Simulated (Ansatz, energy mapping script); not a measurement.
# GdN in the rock-salt structure: exchange couplings from total energies

How strongly do the moments of GdN in the rock-salt structure couple under PBE+U (6 eV)? The plan is to run several orders and fit a Heisenberg model.

Calculated with Ansatz 0.2.0; PBE with U = 6 eV on Gd f, ortho-atomic projectors; plane waves, U on orthogonalised atomic orbitals unless named otherwise, collinear spin, no spin–orbit coupling.

**1. The starting structure**

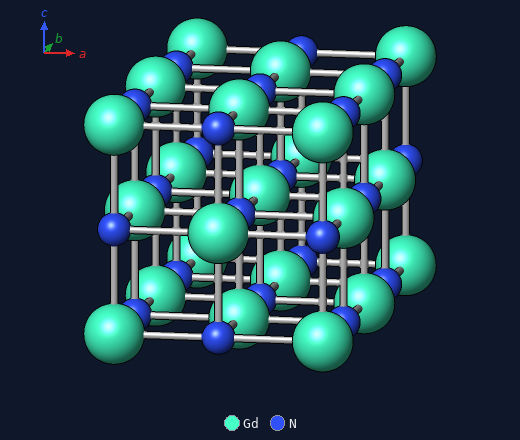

The starting structure, seen slightly off an axis (gadolinium teal, nitrogen blue). 1×2×1 cells are drawn. This picture shows the conventional cell, with its axes. Some periodic images of atoms are drawn too.

This cell was built for the study (rocksalt prototype, lattice guessed from radii), not taken from an experiment; the compound need not form in this structure.

The cell was relaxed beforehand in Ansatz under PBE with U = 6 eV on Gd f, ortho-atomic projectors, from parallel moments.

A Hubbard U penalises fractional filling of the shell. It raises the cost of virtual hops to the neighbours, so couplings that rest on such hops usually weaken.

**2. A first run with parallel moments**

One run in the crystal's own cell, under PBE with U = 5.4 eV on Gd f, ortho-atomic projectors, shows which elements keep a moment. Transition or f elements with 0.3 μB or more enter the spin model; moments induced on other atoms do not.

Contents of input.yaml:

```yaml
crystal:
  lattice:
    - [0.0, 2.502081428, 2.502081428]
    - [2.502081428, 0.0, 2.502081428]
    - [2.502081428, 2.502081428, 0.0]
  atoms:
    - { symbol: Gd, position: [0.0, 0.0, 0.0], spin: 7.0 }
    - { symbol: "N", position: [0.5, 0.5, 0.5] }
magnetization:
  spin_polarized: true
kpoints:
  mp_grid: { grid: [9, 9, 9] }
hamiltonian:
  xc: pbe
  hubbard:
    sites: [{ species: Gd, l: f, u_eff: 5.4 }]
    projectors: ortho-atomic
scf:
  occupations: { method: fermi_dirac, width: 0.05 }
output:
  eigenvalues: true
```

Run with:

```console
$ ansatz run input.yaml --threads 4 --pin off --max-ram 8192MiB --backend cpu --events-out ev --progress --plain --runs-dir out
```

Numbers of over 12 decimals in the logs are rounded to 6 here.

Output:

```text
Engine: ansatz 0.2.0, aarch64-unknown-linux-gnu
Pseudopotentials: kind: paw
Pseudopotential: Gd, paw, valence charge 18, recommended cutoff 420 eV (normal), Gd.paw.azcp
Pseudopotential: N, paw, valence charge 5, recommended cutoff 420 eV (normal), N.paw.azcp
Functional definition: PBE
  parameter kappa = 0.804
  parameter beta = 0.066725
  exchange = pbe_x(kappa = kappa, mu = beta*pi^2/3)
  correlation = pbe_c(beta = beta)
Crystal: 2 atoms, lattice volume = 31.328 Å³
Basis set: ecut = 420 eV, 609 PW (Γ)
Bands: 19, of which v1, the nominal top of the filled ones, is band 12 counted from 1 (11 counted from 0)
Symmetry: 48 space group operations
Space group: Fm-3m (ITA 225), of the structure as read, at distance tolerance 3.2e-5 Å
Magnetic group: BNS 225.116 (UNI 1618), of the structure as read, at distance tolerance 3.2e-5 Å
k-points: 35 of 729
Non-local potential: Gd, projectors of the file, l = 0: 3, l = 1: 2, l = 2: 2, l = 3: 3
Non-local potential: N, projectors of the file, l = 0: 2, l = 1: 2, l = 2: 1
PAW form: soft (Blöchl's): semilocal exchange-correlation on the pseudo side does not see the compensation charge
PAW one-centre angular grid: Gd, 590 points (default); XC on 64 Gauss nodes
PAW one-centre angular grid: N, 110 points (default); XC on 64 Gauss nodes
Initial density: superposition of atomic densities (chi_scale 0.1, normalization cell, long waves kept (reshape's long-wave potential 0.00 eV rms))
Starting moments: Σ|m| = 7 μB on 1 of 2 sites
Initial wavefunctions: pseudopotential atomic-orbital guess
Functional: x = pbe(κ = 0.804, μ = 0.219515), c = pbe(β = 0.066725)
SCF iter   1: F=—  HF=-9718.215851 eV  |F-HF|=—  |Δ(HF+E_count)|=         —  Δρ=5.58e-2 (↑2.90e-2 ↓5.58e-2)  dr2=8.49e-1  dr2_m=3.62e-1  M=7.000 μB ∫|m|=7.126 μB  β_m=0.30  ethr=3.10e-3  ⟨swp⟩=5.7  Hψ=5498  notcnv=0
Mixer restart at iter 1: flushing history
preconditioner: auto → none  [insulator: Δε(μ)=0.207 eV  Ē_g=14.025 eV  σ=0.050 eV  W_gap=0.77  n_scr=14 (ndim 8)  ℏωp=30.4 eV  f_vac=0.000  D(μ)=0.02/eV (n_scr^D=0)  ε∞_Penn≈5.7]
SCF iter   2: F=—  HF=-9718.566911 eV  |F-HF|=—  |Δ(HF+E_count)|=   3.51e-1  Δρ=3.79e-2 (↑2.80e-2 ↓3.79e-2)  dr2=1.92e-1  dr2_m=2.09e-1  M=7.000 μB ∫|m|=7.183 μB  β_m=0.45  ethr=3.10e-3  ⟨swp⟩=2.2  Hψ=2499  notcnv=0  defer=79
SCF iter   3: F=—  HF=-9718.899932 eV  |F-HF|=—  |Δ(HF+E_count)|=   3.33e-1  Δρ=2.57e-2 (↑1.22e-2 ↓2.57e-2)  dr2=2.24e-1  dr2_m=7.21e-2  M=7.000 μB ∫|m|=7.205 μB  β_m=0.57  ethr=8.36e-4  ⟨swp⟩=2.0  Hψ=2232  notcnv=0  defer=79
SCF iter   4: F=—  HF=-9719.098240 eV  |F-HF|=—  |Δ(HF+E_count)|=         —  Δρ=2.18e-3 (↑2.18e-3 ↓1.75e-3)  dr2=3.30e-3  dr2_m=4.79e-4  M=7.000 μB ∫|m|=7.270 μB  β_m=0.57  ethr=8.36e-4  ⟨swp⟩=2.4  Hψ=2385  notcnv=0  defer=79
Mixer restart at iter 4: flushing history
SCF iter   5: F=—  HF=-9719.099281 eV  |F-HF|=—  |Δ(HF+E_count)|=   1.04e-3  Δρ=2.21e-3 (↑1.33e-3 ↓2.21e-3)  dr2=3.15e-3  dr2_m=1.31e-4  M=7.000 μB ∫|m|=7.273 μB  β_m=0.53  ethr=1.44e-5  ⟨swp⟩=2.0  Hψ=2006  notcnv=0  defer=79
SCF iter   6: F=—  HF=-9719.099068 eV  |F-HF|=—  |Δ(HF+E_count)|=   2.13e-4  Δρ=1.32e-3 (↑1.32e-3 ↓5.46e-4)  dr2=1.36e-3  dr2_m=9.27e-5  M=7.000 μB ∫|m|=7.279 μB  β_m=0.48  ethr=1.37e-5  ⟨swp⟩=2.0  Hψ=2163  notcnv=0  defer=79
SCF iter   7: F=—  HF=-9719.098956 eV  |F-HF|=—  |Δ(HF+E_count)|=   1.12e-4  Δρ=5.96e-4 (↑5.96e-4 ↓1.64e-4)  dr2=1.64e-4  dr2_m=3.05e-5  M=7.000 μB ∫|m|=7.283 μB  β_m=0.74  ethr=5.90e-6  ⟨swp⟩=1.5  Hψ=1417  notcnv=0  defer=79
SCF iter   8: F=—  HF=-9719.098973 eV  |F-HF|=—  |Δ(HF+E_count)|=   1.69e-5  Δρ=1.70e-4 (↑1.70e-4 ↓9.13e-5)  dr2=9.53e-6  dr2_m=3.49e-6  M=7.000 μB ∫|m|=7.288 μB  β_m=0.63  ethr=7.13e-7  ⟨swp⟩=1.6  Hψ=1524  notcnv=0  defer=79
SCF iter   9: F=—  HF=-9719.098972 eV  |F-HF|=—  |Δ(HF+E_count)|=   1.01e-6  Δρ=3.77e-5 (↑3.77e-5 ↓2.21e-5)  dr2=1.79e-7  dr2_m=2.16e-7  M=7.000 μB ∫|m|=7.289 μB  β_m=0.72  ethr=4.14e-8  ⟨swp⟩=2.3  Hψ=2145  notcnv=0  defer=79
SCF iter  10: F=-9719.098972 eV  HF=-9719.098972 eV  |F-HF|=2.43e-9  |Δ(HF+E_count)|=   2.74e-7  Δρ=5.05e-6 (↑5.05e-6 ↓4.60e-6)  dr2=7.90e-9  dr2_m=3.18e-9  M=7.000 μB ∫|m|=7.290 μB  ethr=4.35e-10  ⟨swp⟩=4.2  Hψ=4913  notcnv=0
SCF 1 converged in 10 iterations: F = -9719.098972 eV  dr2 = 7.90e-9
[...]
SCF converged after 10 iterations
Magnetization: 7.0000 μB (15.0000 up, 8.0000 down)
Absolute magnetization: 7.2897 μB (∫|ρ↑−ρ↓|, with the PAW one-centre terms)
Spin contamination: 0.0284 ħ² per cell (⟨S²⟩ above its minimum at these occupations)
Per-site moments (μB) at R_I (Å): [(6.932636, 1.032109), (-0.143275, 1.032109)]
Free energy (F): -9719.098972 eV
Harris-Foulkes:  -9719.098972 eV  (|F-HF|=2.43e-9)
Internal energy: -9719.098251 eV  (E = F + TS)
E sigma→0 (E₀):  -9719.098612 eV
Entropy (-TS):   -0.000722 eV (-0.361 meV/atom)
Fermi energy:    14.285399 eV
--- Per-component energies (eV) ---
  E_band       = 44.105311
  E_kinetic    = 536.299771
  E_local      = -1910.157340  (includes V_loc(G=0)·N_el)
  E_nonlocal   = 328.821518
  E_hartree    = 780.088206
  E_xc         = -296.351849
  E_vxc        = -333.149339  (∫ρ·V_xc dr)
  E_hubbard    = 0.162828  (on-site DFT+U / exact-exchange correction)
  E_vhub       = -18.684770  (the Hubbard potential's part of the band-sum identity)
  E_paw        = -6573.549817  (= ΣΔE_a)
  E_vpaw       = -119.198377  (= ΣTr[D̂ρ^β])
  E_aug_tail   = 0.000092  (compensation charges beyond the density's cutoff)
  E_ewald      = -2584.411659
  E_smearing   = -0.000722  (= −TS)
  E_closure    = -0.000000  (closes the sum)
  Σ components = -9719.098972   (vs F -9719.098972, Δ=0.00e0)
--- Band table (eV; the first three rows and the last of 70) ---
  k-point 0 ↑: bands = [... 8 lower, 7.9520, 8.1733, 8.1733, 8.1733, 14.5393, 14.5393, 14.5393, 16.7663, ... 3 higher]
  k-point 1 ↑: bands = [... 8 lower, 7.9648, 8.1564, 8.1564, 8.1739, 13.6658, 14.0255, 14.0255, 16.9393, ... 3 higher]
  k-point 2 ↑: bands = [... 8 lower, 8.0001, 8.1180, 8.1180, 8.1755, 12.2284, 13.1044, 13.1044, 17.3412, ... 3 higher]
  k-point 34 ↓: bands = [... 8 lower, 17.3507, 18.1114, 18.6843, 18.6899, 18.7760, 18.8175, 18.8429, 19.3099, ... 3 higher]
Occupation matrices written to <dir>
```

The job ended after 1 s (4 threads of Arm Neoverse V2, shared host; peak memory 0.36 GiB).

Reading the cycles: dr2 is the Hartree energy of the density residual (eV), the measure of convergence; HF is the Harris–Foulkes estimate of the energy, which meets the free energy F at convergence.

Spin moment in the sphere by atom:

| atom | spin moment in the sphere (μB) |
| --- | --- |
| Gd1 | 6.93 |
| N2 | -0.14 |

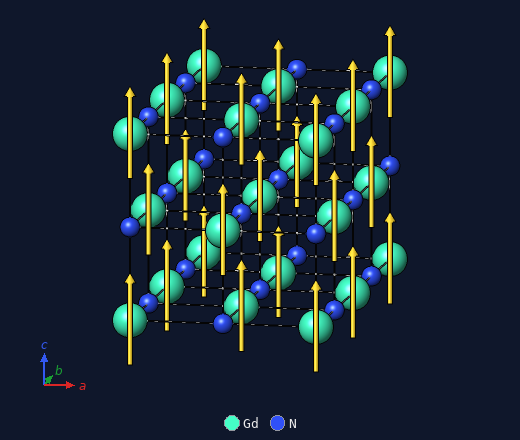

Spin moment in the sphere as arrows, the longest 6.93 μB. Up and down stand for the sign. Arrows give size and sign along the axis of quantisation, drawn up and down the page. 1×2×1 conventional cells are drawn. Some periodic images of atoms are drawn too.

The run ends ferromagnetic; Gd carries the moments.

**3. Seed run in the crystal's own cell**

A corrected shell can settle in several orbital fillings. One parallel run, with an occupation width a fifth wider than the orders use, therefore is to supply the occupation matrices. All orders start from them.

input.yaml, the sections that differ from step 2:

```yaml
kpoints:
  mp_grid: { grid: [12, 12, 12] }
hamiltonian:
  xc: pbe
  hubbard:
    sites: [{ species: Gd, l: f, u_eff: 6.0 }]
    projectors: ortho-atomic
scf:
  occupations: { method: fermi_dirac, width: 0.06 }
# crystal, magnetization, output: as in step 2
```

Output:

```text
[...]
Crystal: 2 atoms, lattice volume = 31.328 Å³
Basis set: ecut = 420 eV, 609 PW (Γ)
Bands: 19, of which v1, the nominal top of the filled ones, is band 12 counted from 1 (11 counted from 0)
Symmetry: 48 space group operations
[...]
k-points: 72 of 1728
[...]
Starting moments: Σ|m| = 7 μB on 1 of 2 sites
[...]
SCF iter   1: F=—  HF=-9718.153856 eV  |F-HF|=—  |Δ(HF+E_count)|=         —  Δρ=5.70e-2 (↑2.90e-2 ↓5.70e-2)  dr2=8.81e-1  dr2_m=3.75e-1  M=7.000 μB ∫|m|=7.138 μB  β_m=0.30  ethr=3.10e-3  ⟨swp⟩=5.6  Hψ=11323  notcnv=0
[...]
SCF iter   2: F=—  HF=-9718.529328 eV  |F-HF|=—  |Δ(HF+E_count)|=   3.75e-1  Δρ=3.86e-2 (↑2.84e-2 ↓3.86e-2)  dr2=1.97e-1  dr2_m=2.18e-1  M=7.000 μB ∫|m|=7.195 μB  β_m=0.45  ethr=3.10e-3  ⟨swp⟩=2.4  Hψ=5425  notcnv=0  defer=162
[...]
spin=Collinear: Kerker preconditioning applied to the charge; magnetization (m = ρ↑ − ρ↓) channel mixes plain (no charge-response kernel on spin).
SCF iter   3: F=—  HF=-9718.854676 eV  |F-HF|=—  |Δ(HF+E_count)|=   3.25e-1  Δρ=2.38e-2 (↑1.32e-2 ↓2.38e-2)  dr2=7.08e-2  dr2_m=7.35e-2  M=7.000 μB ∫|m|=7.226 μB  β_m=0.71  ethr=8.56e-4  ⟨swp⟩=2.1  Hψ=4386  notcnv=0  defer=164
[...]
SCF iter  10: F=-9719.082421 eV  HF=-9719.082421 eV  |F-HF|=3.57e-9  |Δ(HF+E_count)|=   1.10e-7  Δρ=3.71e-6 (↑2.94e-6 ↓3.71e-6)  dr2=1.13e-9  dr2_m=2.70e-9  M=7.000 μB ∫|m|=7.295 μB  ethr=1.87e-10  ⟨swp⟩=4.1  Hψ=9563  notcnv=0
SCF 1 converged in 10 iterations: F = -9719.082421 eV  dr2 = 1.13e-9
[...]
SCF converged after 10 iterations
Magnetization: 6.9999 μB (14.9999 up, 8.0001 down)
Absolute magnetization: 7.2954 μB (∫|ρ↑−ρ↓|, with the PAW one-centre terms)
[...]
Per-site moments (μB) at R_I (Å): [(6.935670, 1.032109), (-0.146125, 1.032109)]
Free energy (F): -9719.082421 eV
[...]
Internal energy: -9719.081601 eV  (E = F + TS)
E sigma→0 (E₀):  -9719.082011 eV
Entropy (-TS):   -0.000820 eV (-0.410 meV/atom)
Fermi energy:    14.344555 eV
[...]
--- Band table (eV; the first three rows and the last of 144) ---
  k-point 0 ↑: bands = [... 8 lower, 7.6350, 7.8558, 7.8558, 7.8558, 14.5351, 14.5351, 14.5351, 16.7641, ... 3 higher]
  k-point 1 ↑: bands = [... 8 lower, 7.6424, 7.8461, 7.8461, 7.8562, 13.9884, 14.2229, 14.2229, 16.8777, ... 3 higher]
  k-point 2 ↑: bands = [... 8 lower, 7.6637, 7.8211, 7.8211, 7.8571, 12.9424, 13.5639, 13.5639, 17.0965, ... 3 higher]
  k-point 71 ↓: bands = [... 8 lower, 17.8244, 17.8244, 18.9754, 18.9754, 19.0592, 19.1013, 19.1123, 19.6331, ... 3 higher]
Occupation matrices written to <dir>
```

Wall time 1.6 s (4 threads); peak memory 0.41 GiB; 5.3 s of CPU time.

This step gave:

```yaml
final_state: ferromagnetic
electrons_in_the_corrected_shells: 7.037 e
largest_moment: 6.936 μB
```

**4. Order 1: parallel, cell A of 4 atoms**

Each cell gets its own parallel run on the same mesh, so that most of the mesh error cancels in the differences.

Contents of input.yaml:

```yaml
crystal:
  lattice:
    - [0.0, -2.502081428, -2.502081428]
    - [-2.502081428, 0.0, -2.502081428]
    - [2.502081428, 2.502081428, -5.004162856]
  atoms:
    - { symbol: Gd, position: [0.5, 0.5, 0.5], spin: 7.0 }
    - { symbol: Gd, position: [0.0, 0.0, 0.0], spin: 7.0 }
    - { symbol: "N", position: [0.75, 0.75, 0.75] }
    - { symbol: "N", position: [0.25, 0.25, 0.25] }
magnetization:
  spin_polarized: true
kpoints:
  mp_grid: { grid: [12, 12, 12] }
hamiltonian:
  xc: pbe
  hubbard:
    sites:
      - { species: Gd, l: f, u_eff: 6.0 }
      - { site: 0, l: f, u_eff: 6.0, starting_ns: [{ spin: up, occupation_matrix: gd1_major }, { spin: down, occupation_matrix: gd1_minor }] }
      - { site: 1, l: f, u_eff: 6.0, starting_ns: [{ spin: up, occupation_matrix: gd1_major }, { spin: down, occupation_matrix: gd1_minor }] }
    projectors: ortho-atomic
    occupation_matrices:
      gd1_major:
        matrix:
          - [0.998, 0.0, 0.0, 0.0, 0.0, 0.0, 0.0]
          - [0.0, 0.999, 0.0, 0.0, 0.0, 0.0, 0.0]
          - [0.0, 0.0, 0.999, 0.0, 0.0, 0.0, 0.0]
          - [0.0, 0.0, 0.0, 0.999, 0.0, 0.0, 0.0]
          - [0.0, 0.0, 0.0, 0.0, 0.999, 0.0, 0.0]
          - [0.0, 0.0, 0.0, 0.0, 0.0, 0.998, 0.0]
          - [0.0, 0.0, 0.0, 0.0, 0.0, 0.0, 0.998]
      gd1_minor:
        matrix:
          - [0.011, 0.0, 0.0, 0.0, 0.0, 0.0, 0.0]
          - [0.0, 0.007, 0.0, 0.0, 0.0, -0.004, 0.0]
          - [0.0, 0.0, 0.007, 0.0, 0.0, 0.0, 0.004]
          - [0.0, 0.0, 0.0, 0.004, 0.0, 0.0, 0.0]
          - [0.0, 0.0, 0.0, 0.0, 0.001, 0.0, 0.0]
          - [0.0, -0.004, 0.0, 0.0, 0.0, 0.009, 0.0]
          - [0.0, 0.0, 0.004, 0.0, 0.0, 0.0, 0.009]
scf:
  occupations: { method: fermi_dirac, width: 0.05 }
output:
  eigenvalues: true
  write_density: true
  write_potential: true
  elf: true
  volumetric_format: npy
```

Output:

```text
Warning: crystal.symmetry: narrowed to the stabiliser of the occupation matrices — unitary ops 24 → 8; lowered by the specified shells (site 0, l: f), (site 1, l: f); largest admitted image defect 1.3e-15, smallest excluded 1.1e-3 — at a rounding scale rather than a splitting's, so precision (not physics) most likely lowered the group: (i) a fixed point transcribed at too few decimals — re-emit the block at full precision (to 7 decimals or more, rounded to nearest) from a symmetrised source (a converged report's `n_mat` / `n_mat_spinor`) (of a frozen-density pass: in the run whose state it reads); [rest of the remark cut]
[...]
Crystal: 4 atoms, lattice volume = 62.656 Å³
Basis set: ecut = 420 eV, 1219 PW (Γ)
Bands: 36, of which v1, the nominal top of the filled ones, is band 23 counted from 1 (22 counted from 0)
Symmetry: 8 space group operations
k-points: 476 of 1728
[...]
Starting moments: Σ|m| = 14 μB on 2 of 4 sites
[...]
SCF iter   1: F=—  HF=-19438.265467 eV  |F-HF|=—  |Δ(HF+E_count)|=         —  Δρ=6.38e-2 (↑2.90e-2 ↓6.38e-2)  dr2=2.14e0  dr2_m=8.88e-1  M=14.000 μB ∫|m|=14.308 μB  β_m=1.00  ethr=3.10e-3  ⟨swp⟩=5.7  Hψ=124975  notcnv=0  defer=9
[...]
spin=Collinear: Resta preconditioning applied to the charge; magnetization (m = ρ↑ − ρ↓) channel mixes plain (no charge-response kernel on spin).
SCF iter   2: F=—  HF=-19438.064989 eV  |F-HF|=—  |Δ(HF+E_count)|=   2.00e-1  Δρ=2.23e-2 (↑1.90e-2 ↓2.23e-2)  dr2=6.12e-1  dr2_m=1.13e-2  M=14.000 μB ∫|m|=14.453 μB  β_m=1.00  ethr=3.10e-3  ⟨swp⟩=3.1  Hψ=70414  notcnv=0  defer=1884
[...]
SCF iter   5: F=—  HF=-19438.142277 eV  |F-HF|=—  |Δ(HF+E_count)|=   2.03e-2  Δρ=1.97e-3 (↑1.97e-3 ↓1.20e-3)  dr2=2.30e-3  dr2_m=3.23e-4  M=14.000 μB ∫|m|=14.569 μB  β_m=0.30  ethr=7.53e-6  ⟨swp⟩=2.0  Hψ=60839  notcnv=0  defer=1880
[...]
spin-set hold released at iteration 5 (site moments contracting): the magnetisation degrees of freedom join the quasi-Newton model from the next iteration; the mixer history was flushed
SCF iter   6: F=—  HF=-19438.152851 eV  |F-HF|=—  |Δ(HF+E_count)|=   1.06e-2  Δρ=1.52e-3 (↑1.52e-3 ↓1.00e-3)  dr2=1.64e-3  dr2_m=1.67e-4  M=14.000 μB ∫|m|=14.572 μB  β_m=0.65  ethr=5.00e-6  ⟨swp⟩=2.0  Hψ=51706  notcnv=0  defer=1880
[...]
SCF iter  12: F=-19438.164457 eV  HF=-19438.164457 eV  |F-HF|=1.11e-8  |Δ(HF+E_count)|=   4.42e-8  Δρ=2.94e-6 (↑2.78e-6 ↓2.94e-6)  dr2=5.03e-9  dr2_m=3.27e-9  M=14.000 μB ∫|m|=14.591 μB  ethr=2.17e-10  ⟨swp⟩=8.3  Hψ=117130  notcnv=0
SCF 1 converged in 12 iterations: F = -19438.164457 eV  dr2 = 5.03e-9
[...]
SCF converged after 12 iterations
Magnetization: 13.9999 μB (30.0000 up, 16.0000 down)
Absolute magnetization: 14.5914 μB (∫|ρ↑−ρ↓|, with the PAW one-centre terms)
[...]
Per-site moments (μB) at R_I (Å): [(6.935720, 1.03210858905), (6.935720, 1.032109), (-0.146225, 1.03210858905), (-0.146225, 1.032109)]
Free energy (F): -19438.164457 eV
[...]
Internal energy: -19438.163114 eV  (E = F + TS)
E sigma→0 (E₀):  -19438.163785 eV
Entropy (-TS):   -0.001343 eV (-0.336 meV/atom)
Fermi energy:    14.345249 eV
[...]
--- Specified on-site occupations, and those of the state reported ---
  electrons in the specified blocks: 14.0760 specified, 14.0739 found
  site 1 (l=f) ↓: largest change of an orbital's occupation 0.0008; electrons 0.0480 specified, 0.0466 found; spectral distance 0.0012
[...]
site 0 (l=f) ↑: largest change of an orbital's occupation 0.0006; electrons 6.9900 specified, 6.9904 found; spectral distance 0.0005
[...]
--- Band table (eV; the first three rows and the last of 952) ---
  k-point 0 ↑: bands = [... 19 lower, 7.8559, 7.8559, 7.8559, 7.8612, 7.9587, 10.0270, 11.8323, 11.8323, ... 9 higher]
  k-point 1 ↑: bands = [... 19 lower, 7.8534, 7.8534, 7.8560, 7.8611, 7.9399, 10.0937, 11.8642, 11.8642, ... 9 higher]
  k-point 2 ↑: bands = [... 19 lower, 7.8462, 7.8462, 7.8562, 7.8608, 7.8908, 10.2845, 11.9588, 11.9588, ... 9 higher]
  k-point 475 ↓: bands = [... 19 lower, 18.8562, 18.9100, 18.9100, 18.9873, 18.9873, 19.0294, 19.0294, 19.1022, ... 9 higher]
Occupation matrices written to <dir>
```

The job ended after 36 s (4 threads; peak memory 1.8 GiB).

Spin moment in the sphere by atom:

| atom | spin moment in the sphere (μB) |
| --- | --- |
| Gd1 | 6.94 |
| Gd2 | 6.94 |
| N3 | -0.15 |
| N4 | -0.15 |

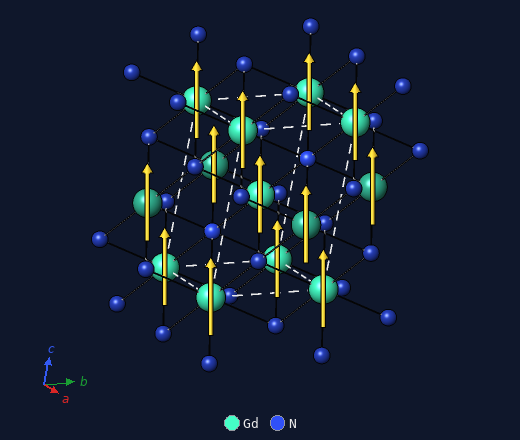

Spin moment in the sphere as arrows, the longest 6.94 μB. Up and down stand for the sign. Arrows give size and sign along the axis of quantisation, drawn up and down the page. Some periodic images of atoms are drawn too.

The run ends ferromagnetic.

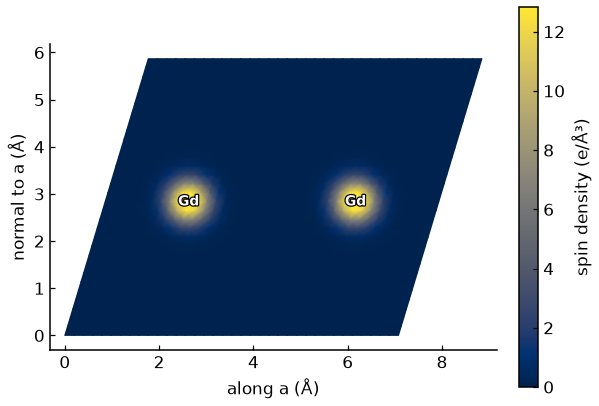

Spin density in the ac plane at fractional y = 0.000, with atoms of Gd within 0.2 Å of it. The map starts off the cell's origin, so that atoms lie inside it.

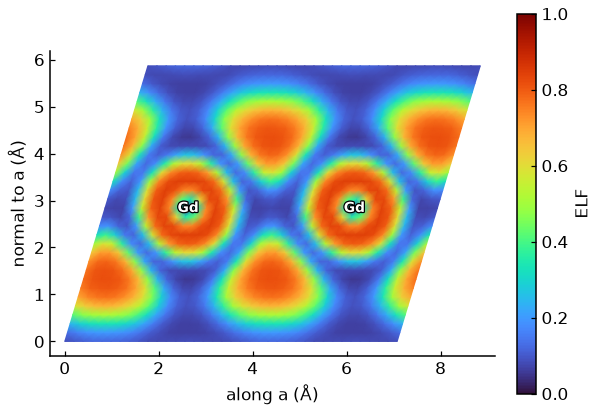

ELF in the ac plane at fractional y = 0.000, with atoms of Gd within 0.2 Å of it. It is the smooth field of the valence electrons, not physical close to the nuclei. The map starts off the cell's origin, so that atoms lie inside it.

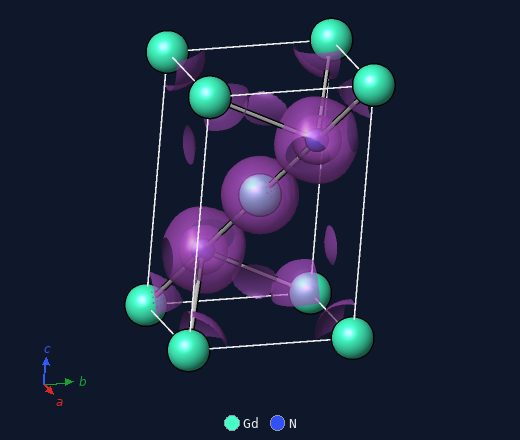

Surface of ELF = 0.77. Bonds to atoms that aren't drawn are left out.

(Continued in part 2 of 3.)

[Logs and program files are shortened in this print: banners, set-up blocks, solver, clock and traceback lines can be left out without a mark of their own.]

[Logs are printed without paths, hosts, clocks, repeated set-up lines and the standing remarks that a program may print on its own settings, such as how far it seeks lower states.]

[Hosts, paths, dates, database ids (printed as entryN), source tags and the programs' standing remarks are cut or masked in the printed files.]

[Where a cell is said to come from a database of computed structures, the database is the Materials Project.]
